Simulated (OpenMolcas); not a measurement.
# Pb: multiconfigurational calculation (part 2 of 2)

The same run, continued: Pb. Method: state-averaged RASSCF, active space 2 electrons in the shells 6p 6d 7s; RAS3 6d 7s with at most 1 electron, basis ANO-RCC, DKH2 scalar Hamiltonian, spin-orbit coupling by RASSI with atomic mean-field integrals (OpenMolcas).

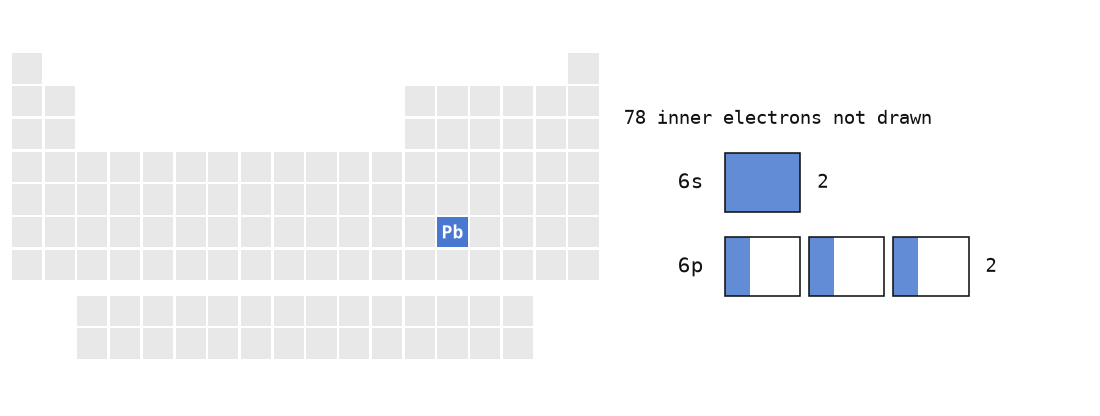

Left, the place of lead in the periodic table; right, the outer shells of the leading configuration of the lowest level: a box for each of the 2l + 1 orbitals, shaded by the share of the shell that is filled, with the electron count at the right.

**The program's output (extracts), continued**
```
--- RASSCF ---
Wave function specifications:
      -----------------------------

      Number of closed shell electrons          80
      Number of electrons in active shells       2
      Max number of holes in RAS1 space          0
      Max nr of electrons in RAS3 space          1
      Number of inactive orbitals               40
      Number of active orbitals                  9
      Number of secondary orbitals             115
      Spin quantum number                      0.0
      State symmetry                             2
Orbital specifications:
      -----------------------

      Symmetry species                           1   2
                                                ag  au
      Frozen orbitals                            0   0
      Inactive orbitals                         21  19
      Active orbitals                            6   3
      RAS1 orbitals                              0   0
      RAS2 orbitals                              0   3
      RAS3 orbitals                              6   0
      Secondary orbitals                        65  50
      Deleted orbitals                           0   0
      Number of basis functions                 92  72
      Number of CSFs                            18
      Number of root(s) required                18
      Iter CI   SX   CI       RASSCF       Energy    max ROT     max BLB   max BLB  Level Ln srch  Step   QN
          iter iter root      energy       change     param      element    value   shift minimum  type update
 Nr of preliminary CI iterations:   1
      Total energies have been shifted. Add               -20000.00 au
        1   1   22    0  -861.48051877    0.00E+00  -7.72E-02   20  23 2  6.49E-03*  0.00   0.00    SX    NO
        2   1   25    0  -861.48410916   -3.59E-03*  3.19E-02   21  28 1  2.81E-03*  0.00   0.00    SX    NO
        3   1   22    0  -861.48419283   -8.37E-05* -2.64E-02   17  35 1 -1.37E-03*  0.00   0.00    SX    NO
        4   1   25    0  -861.48423629   -4.35E-05* -2.23E-02   17  35 1  1.40E-03*  0.00   0.00    SX    NO
        5   1   25    0  -861.48425502   -1.87E-05* -9.89E-03   17  35 1 -1.38E-03*  0.00   0.53    LS   YES
        6   1   19    0  -861.48432021   -6.52E-05*  5.77E-04   15  28 1  1.77E-04   0.00   1.05    QN   YES
        7   1   15    0  -861.48432041   -1.97E-07  -4.47E-05   11  35 1 -6.96E-05   0.00   0.93    QN   YES
      Convergence after  7 iterations
        8   1   15    0  -861.48432041   -4.83E-09  -4.47E-05   15  28 1  3.73E-05   0.00   0.93    QN   YES
      Natural orbitals and occupation numbers for root  1
      sym 1:   0.023910   0.000000  -0.000000   0.023910  -0.000000   0.952179
      sym 2:   0.952179   0.023910   0.023910
      Natural orbitals and occupation numbers for root  2
      sym 1:  -0.000000   0.000000  -0.000000   0.023910   0.023910   0.952179
      sym 2:   0.023910   0.023910   0.952179
      Natural orbitals and occupation numbers for root  3
      sym 1:   0.023910  -0.000000  -0.000000  -0.000000   0.023910   0.952179
      sym 2:   0.023910   0.952179   0.023910
::    RASSCF root number  1 Total energy: -20861.54084081
::    RASSCF root number  2 Total energy: -20861.54084081
::    RASSCF root number  3 Total energy: -20861.54084081
::    RASSCF root number  4 Total energy: -20861.49828996
::    RASSCF root number  5 Total energy: -20861.49828996
::    RASSCF root number  6 Total energy: -20861.49828996
::    RASSCF root number  7 Total energy: -20861.49828996
::    RASSCF root number  8 Total energy: -20861.49828996
::    RASSCF root number  9 Total energy: -20861.46280311
::    RASSCF root number 10 Total energy: -20861.46280311
::    RASSCF root number 11 Total energy: -20861.46280311
::    RASSCF root number 12 Total energy: -20861.46280311
::    RASSCF root number 13 Total energy: -20861.46280311
::    RASSCF root number 14 Total energy: -20861.46280311
::    RASSCF root number 15 Total energy: -20861.46280311
::    RASSCF root number 16 Total energy: -20861.45472445
::    RASSCF root number 17 Total energy: -20861.45472445
::    RASSCF root number 18 Total energy: -20861.45472445
--- RASSI ---
SPIN-FREE ENERGIES:
  (Shifted by EMIN (a.u.) =     -20861.6984933162)

 SF State       Relative EMIN(au)   Rel lowest level(eV)    D:o, cm**(-1)      L_eff

     1             0.0000000000        0.0000000000              0.0000         1.0
     2             0.0000000000        0.0000000000              0.0000         1.0
     3             0.0000000000        0.0000000000              0.0000         1.0
     4             0.0338140747        0.9201278480           7421.3316         2.0
     5             0.0338140747        0.9201278480           7421.3316         2.0
     6             0.0338140747        0.9201278480           7421.3316         2.0
     7             0.0338140747        0.9201278480           7421.3316         2.0
     8             0.0338140752        0.9201278609           7421.3317         2.0
     9             0.0832268326        2.2647174870          18266.1784         0.0
    10             0.1492502218        4.0613054333          32756.6374         1.0
    11             0.1492502223        4.0613054459          32756.6375         1.0
    12             0.1492502223        4.0613054459          32756.6375         1.0
    28             0.1576525056        4.2899432238          34600.7256         1.0
    29             0.1576525062        4.2899432388          34600.7257         1.0
    30             0.1576525062        4.2899432388          34600.7257         1.0
    16             0.1975005582        5.3742639725          43346.3622         3.0
    17             0.1975005582        5.3742639725          43346.3622         3.0
    18             0.1975005582        5.3742639725          43346.3622         3.0
    19             0.1975005582        5.3742639725          43346.3622         3.0
    13             0.1975005582        5.3742639725          43346.3622         3.0
    14             0.1975005582        5.3742639725          43346.3622         3.0
    15             0.1975005582        5.3742639725          43346.3622         3.0
    31             0.2002033525        5.4478107522          43939.5570         2.0
    32             0.2002033525        5.4478107522          43939.5570         2.0
    33             0.2002033525        5.4478107522          43939.5570         2.0
    34             0.2002033525        5.4478107522          43939.5570         2.0
    35             0.2002033525        5.4478107522          43939.5570         2.0
    20             0.2123781816        5.7791047299          46611.6231         2.0
    21             0.2123781816        5.7791047299          46611.6231         2.0
    22             0.2123781816        5.7791047299          46611.6231         2.0
    23             0.2123781816        5.7791047299          46611.6231         2.0
    24             0.2123781816        5.7791047299          46611.6231         2.0
    25             0.2178397218        5.9277208098          47810.2926         1.0
    26             0.2178397218        5.9277208098          47810.2926         1.0
    27             0.2178397218        5.9277208098          47810.2926         1.0
    36             0.2356902017        6.4134571118          51728.0201         3.0
    37             0.2356902017        6.4134571118          51728.0201         3.0
    38             0.2356902017        6.4134571118          51728.0201         3.0
    39             0.2356902017        6.4134571118          51728.0201         3.0
    40             0.2356902017        6.4134571118          51728.0201         3.0
Eigenvalues of complex Hamiltonian:
   -----------------------------------
  (Shifted by EMIN (a.u.) =     -20861.6984933162)

 SO State       Relative EMIN(au)   Rel lowest level(eV)    D:o, cm**(-1)     J-value

     1            -0.0428343074        0.0000000000              0.0000         0.0
     2            -0.0147640376        0.7638309515           6160.7121         0.6
     3            -0.0147640376        0.7638309515           6160.7121         1.0
     4            -0.0147640376        0.7638309536           6160.7121         0.6
     5             0.0017042011        1.2119545556           9775.0727         1.8
     6             0.0017042012        1.2119545585           9775.0727         1.1
     7             0.0017042012        1.2119545585           9775.0727         1.8
     8             0.0017042012        1.2119545595           9775.0727         1.3
     9             0.0017042012        1.2119545593           9775.0727         1.8
    10             0.0468739112        2.4410849850          19688.6782         1.8
    11             0.0468739112        2.4410849842          19688.6782         1.1
    12             0.0468739112        2.4410849842          19688.6782         1.7
    13             0.0468739112        2.4410849839          19688.6782         1.3
    14             0.0468739116        2.4410849941          19688.6783         1.8
    15             0.0965330647        3.7923793913          30587.6026         0.0
    16             0.1154810800        4.3079811533          34746.2113        -0.0
    17             0.1174272189        4.3609382910          35173.3394         0.6
    18             0.1174272189        4.3609382900          35173.3394         1.0
    19             0.1174272189        4.3609382900          35173.3394         0.6
    20             0.1636826796        5.6196134983          45325.2396         1.8
    21             0.1636826796        5.6196134983          45325.2396         1.8
    22             0.1636826796        5.6196134997          45325.2396         1.1
    23             0.1636826796        5.6196134997          45325.2396         1.7
    24             0.1636826797        5.6196135002          45325.2396         1.3
    25             0.1661147593        5.6857937596          45859.0194         1.3
    26             0.1661147593        5.6857937582          45859.0194         1.3
    27             0.1661147593        5.6857937596          45859.0194         1.6
    28             0.1661147595        5.6857937638          45859.0194         1.8
    29             0.1661147595        5.6857937638          45859.0194         1.8
    30             0.1691014099        5.7670646616          46514.5134         0.6
    31             0.1691014101        5.7670646670          46514.5135         0.9
    32             0.1691014101        5.7670646670          46514.5135         0.7
    33             0.1746612243        5.9183549177          47734.7516         2.4
    34             0.1746612242        5.9183549151          47734.7516         2.8
    35             0.1746612242        5.9183549151          47734.7516         2.8
    36             0.1746612243        5.9183549177          47734.7516         2.4
    37             0.1746612243        5.9183549197          47734.7516         2.0
    38             0.1746612243        5.9183549192          47734.7516         1.5
    39             0.1746612243        5.9183549192          47734.7516         2.6
    40             0.1781546499        6.0134158729          48501.4699         1.8
    41             0.1781546499        6.0134158729          48501.4699         1.8
Weights of the five most important spin-orbit-free states for each spin-orbit state.

 SO State  Total energy (au)           Spin-free states, spin, and weights
 -------------------------------------------------------------------------------------------------------
    1        -0.042834       1 1.0  0.3015    2 1.0  0.3015    3 1.0  0.3015    9 0.0  0.0955    4 0.0  0.0000
    2        -0.014764       3 1.0  0.5000    2 1.0  0.4870    1 1.0  0.0130    5 0.0  0.0000    6 0.0  0.0000
    3        -0.014764       3 1.0  0.5000    1 1.0  0.4870    2 1.0  0.0130    6 0.0  0.0000    5 0.0  0.0000
    4        -0.014764       2 1.0  0.5000    1 1.0  0.5000    3 1.0  0.0000    7 0.0  0.0000    5 0.0  0.0000
    5         0.001704       2 1.0  0.3554    1 1.0  0.3554    7 0.0  0.2889    5 0.0  0.0001    4 0.0  0.0001
    6         0.001704       3 1.0  0.3554    1 1.0  0.3533    6 0.0  0.2721    5 0.0  0.0168    2 1.0  0.0021
    7         0.001704       3 1.0  0.3551    2 1.0  0.3533    5 0.0  0.2712    6 0.0  0.0170    1 1.0  0.0024
    8         0.001704       3 1.0  0.4739    4 0.0  0.2882    2 1.0  0.1192    1 1.0  0.1178    5 0.0  0.0008
    9         0.001704       1 1.0  0.3558    2 1.0  0.3547    8 0.0  0.2889    3 1.0  0.0003    5 0.0  0.0001
   10         0.046874       7 0.0  0.7107    2 1.0  0.1446    1 1.0  0.1445    4 0.0  0.0001    5 0.0  0.0000
   11         0.046874       6 0.0  0.7051    3 1.0  0.1446    1 1.0  0.1436    5 0.0  0.0057    2 1.0  0.0009
   12         0.046874       5 0.0  0.7050    3 1.0  0.1446    2 1.0  0.1435    6 0.0  0.0057    1 1.0  0.0010
```

**Spin-orbit levels, grouped by J and assigned**

```csv
Configuration,Level,E (eV),LS purity (%),Landé g
6p²,³P₀,0,90,–
6p²,³P₁,0.7638,100,1.501
6p²,³P₂,1.212,71,1.356
6p²,¹D₂,2.441,71,1.145
6p²,¹S₀,3.792,90,–
6p 7s,³P°₀,4.308,100,–
6p 7s,³P°₁,4.361,73,1.365
6p 6d,³F°₂,5.620,78,0.750
6p 7s,³P°₂,5.686,100,1.499
6p 7s,¹P°₁,5.767,62,1.081
6p 6d,³F°₃,5.918,68,1.116
6p 6d,"J = 2 (odd, mixed)",6.013,38,1.232
6p 6d,³D°₁,6.315,58,0.801
6p 6d,³F°₄,7.012,100,1.251
6p 6d,"J = 2 (odd, mixed)",7.168,52,1.016
6p 6d,³D°₃,7.281,71,1.258
```

**Results in brief**

- outcome: converged
- lowest level: 6p² ³P₀
- first excited level: 6p² ³P₁, 6,161 cm⁻¹
- energy of the lowest spin-free term: −20861.69849 hartree
- energy of the lowest spin-orbit level: −20861.74133 hartree
- largest spread among components of a term: 0.0 cm⁻¹
- hardware: 1 thread of Arm Neoverse V2, 24 GiB of memory available, shared host
- wall time: 86 s

**Remarks**

Without dynamic correlation the gaps between configurations can be off by an electronvolt or more. Caveats: spin-orbit splittings of 6p ions too small; only configurations of the active space are included.
